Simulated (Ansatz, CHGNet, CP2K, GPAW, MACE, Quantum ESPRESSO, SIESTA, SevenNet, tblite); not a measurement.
## Pt(100)/Be(0001) interface (64 atoms): runs against a plane-wave reference

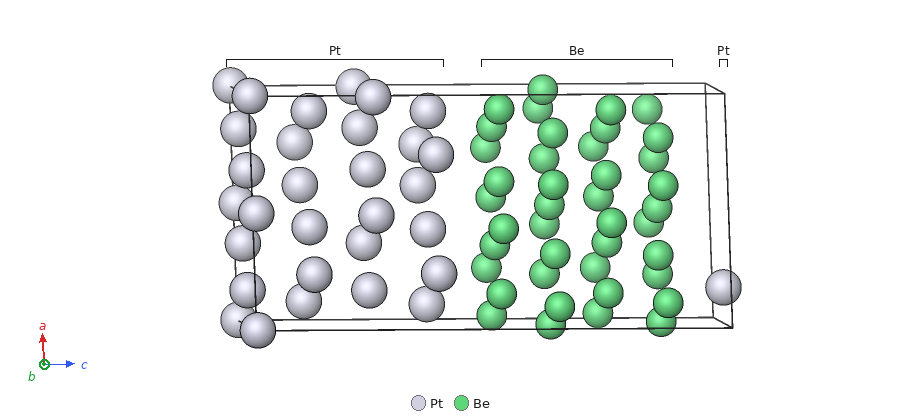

The cell (platinum light grey, beryllium green). Some periodic images of atoms are drawn too.

The cell holds 64 atoms: 24 Pt and 40 Be. Cell: a = 7.883 Å, b = 6.126 Å, c = 15.503 Å, α = 90.0°, β = 90.0°, γ = 108.8°. Fcc Pt(100), 4 repeat layers, 6 surface cells, strained +0.45 and -1.26 %; hcp Be(0001), 2 layers, 10 cells, -0.45 and +1.29 %; outer planes 2.22 Å apart and 2.02 Å at the second interface of the periodic stack; not relaxed, displaced by a Gaussian of 0.02 Å. Then every atom was moved at random, 0.05 Å r.m.s. a Cartesian component. Regions: Pt, 24 atoms (24 Pt); Be, 40 atoms (40 Be).

Geometry: as built.

The reference, a calculation:

```
method                 : Kohn-Sham DFT, PBE, PAW, plane waves (Ansatz 0.2.0); cutoff 420 eV, Γ point, fermi-dirac smearing of 0.05 eV; PAW set soft_2
r.m.s. force component : 0.773 eV/Å
longest force          : 2.886 eV/Å
pressure               : 4.388 GPa
SCF cycles             : 10
time                   : 11 s on 4 threads of Arm Neoverse V1, shared host
CPU time               : 32 s
```

**Question.** The same geometry is run in other programs. How far does each lie from the reference, and what does it cost?
- CP2K PBE, SZV-MOLOPT-SR, 600/50 Ry, diagonalisation (CP2K 2026.2; 2 threads)
- CHGNet r2SCAN potential (CHGNet r2SCAN; 1 thread)
- QE PBE, sg15-1.2, 60/240 Ry (Quantum ESPRESSO 7.5; 4 MPI ranks)
- QE PBE, sssp-1.3.0-efficiency, 45/360 Ry (Quantum ESPRESSO 7.5; 2 MPI ranks)
- tblite GFN1-xTB (tblite 0.8.0; 1 thread)
- GPAW PBE, LCAO dzp, h 0.22 Å (GPAW 26.7.0; 1 thread)
- MACE MPA-0 medium potential (MACE MPA-0 medium; 1 thread)
- SevenNet l3i5 potential (SevenNet l3i5; 1 thread)
- GPAW PBE, LCAO dzp, h 0.2 Å (GPAW 26.7.0; 1 thread)
- CP2K PBE, DZVP-UZH, 600/50 Ry, diagonalisation (CP2K 2026.2; 4 MPI ranks)

Differences are against the plane-wave reference, forces as r.m.s. over components; share is that over the reference's r.m.s. force, slope the least-squares factor from reference forces to these. Total energies of different programs have different zeros and aren't compared.

| run | Δ force, r.m.s. (meV/Å) | share (%) | slope | Δ pressure (GPa) | cores | CPU time | memory (GiB) |
| --- | --- | --- | --- | --- | --- | --- | --- |
| reference | - | - | - | - | 4 | 32 s | 1.0 |
| CP2K PBE, SZV-MOLOPT-SR, 600/50 Ry, diagonalisation (coarse) | 1446 | 187 | 0.881 | 84.7 | 2 | 7.9 min | 2.0 |
| CHGNet r2SCAN potential | 410 | 53.0 | 0.574 | -5.08 | 1 | 3.4 s | 1.4 |
| QE PBE, sg15-1.2, 60/240 Ry (coarse) | 10.5 | 1.35 | 1.009 | 0.113 | 4 | 6 min | 1.2 |
| QE PBE, sssp-1.3.0-efficiency, 45/360 Ry | 10.2 | 1.32 | 1.000 | -0.349 | 2 | 4.5 min | 1.5 |
| tblite GFN1-xTB | 325 | 42.1 | 0.796 | 23.0 | 1 | 4.6 s | 0.12 |
| GPAW PBE, LCAO dzp, h 0.22 Å (coarse) | 116 | 15.1 | 1.108 | - | 1 | 8 min | 0.99 |
| MACE MPA-0 medium potential | 352 | 45.5 | 0.876 | -3.80 | 1 | 7.5 s | 1.1 |
| SevenNet l3i5 potential | 404 | 52.2 | 0.968 | 3.78 | 1 | 9.4 s | 1.5 |
| GPAW PBE, LCAO dzp, h 0.2 Å | 116 | 15.0 | 1.108 | - | 1 | 9.2 min | 1.1 |
| CP2K PBE, DZVP-UZH, 600/50 Ry, diagonalisation | 127 | 16.4 | 0.960 | -0.682 | 4 | 29 min | 4.5 |

Rows marked coarse were listed beforehand as settings not expected to be converged; some can still land near the reference.

Times of the machine-learned potentials are mostly Python's start and the loading of weights.

CPU time is summed over cores on a shared host, where runs went side by side, so it is rough. Symmetry, cutoffs, thresholds, outputs and thread counts weren't matched or tuned between programs; memory under MPI is the largest rank's times the ranks.

PBE on plane waves or a grid with other potentials, cutoffs or grids, coarse settings apart, differs from the reference by 1.3 % (QE PBE, sssp-1.3.0-efficiency, 45/360 Ry) of the r.m.s. force; this holds the reference's own error, so differences of a few per cent don't tell which side is nearer the exact PBE result (QE's 45 Ry are 612 eV, against the reference's 420 eV). The PBE runs in local orbitals, coarse settings apart, differ by 15 % (GPAW PBE, LCAO dzp, h 0.2 Å) to 16 % (CP2K PBE, DZVP-UZH, 600/50 Ry, diagonalisation); basis, grid and potentials can all enter. Tight binding differs by 42 % (tblite GFN1-xTB); it is another model, with fitted parameters of its own, and the xTB methods hold dispersion. Machine-learned potentials differ by 46 % (MACE MPA-0 medium potential) to 53 % (CHGNet r2SCAN potential); they were trained on other programs' data, some at another functional. The reference samples few k-points for this cell, and its sampling error, which other DFT runs on the same mesh share, can be part of so large a difference. Periodic xTB results under one method name differ between programs and library versions. Machine-learned potentials mimic data converged in k, so the reference's own k-point error enters their differences. The electronic-structure runs sample only Γ, in a cell whose shortest periodic width is 6 Å, which is coarse for a cell with partly filled levels.

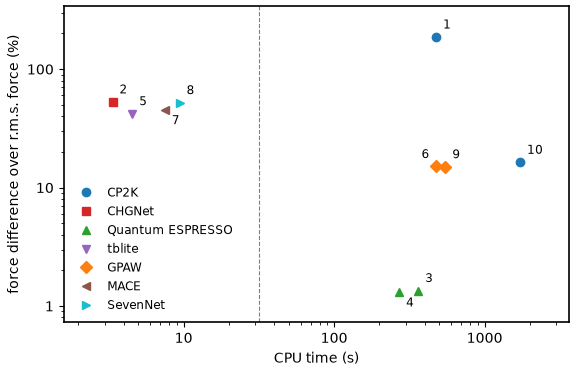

Force difference against CPU time; the dashed line marks the reference's time. Points: 1 CP2K PBE, SZV-MOLOPT-SR, 600/50 Ry, diagonalisation; 2 CHGNet r2SCAN potential; 3 QE PBE, sg15-1.2, 60/240 Ry; 4 QE PBE, sssp-1.3.0-efficiency, 45/360 Ry; 5 tblite GFN1-xTB; 6 GPAW PBE, LCAO dzp, h 0.22 Å; 7 MACE MPA-0 medium potential; 8 SevenNet l3i5 potential; 9 GPAW PBE, LCAO dzp, h 0.2 Å; 10 CP2K PBE, DZVP-UZH, 600/50 Ry, diagonalisation.

[Logs are printed without paths, hosts, clocks, repeated set-up lines and the standing remarks that a program may print on its own settings, such as how far it seeks lower states.]

[Hosts, paths, dates, database ids (printed as entryN), source tags and the programs' standing remarks are cut or masked in the printed files.]
